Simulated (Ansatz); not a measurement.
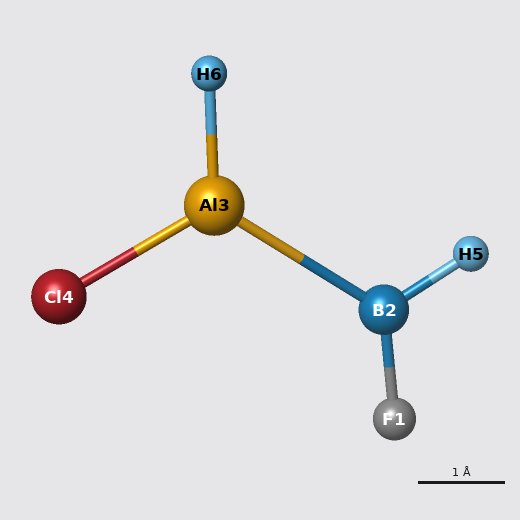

Source: calculation with Ansatz.

Geometry: moved along internal coordinates away from the minimum.

**Describe the coordination of atom 3.**

Al3 has 3 neighbours (B2 at 2.43, Cl4 at 2.10, H6 at 1.58 Å); the arrangement is trigonal planar.

**What is the geometry at B2?**

B2 has 3 neighbours (F1 at 1.32, Al3 at 2.43, H5 at 1.21 Å); the arrangement is trigonal planar.

**What is the dihedral angle F1–B2–Al3–Cl4?**

0° in size, that is syn (eclipsed).
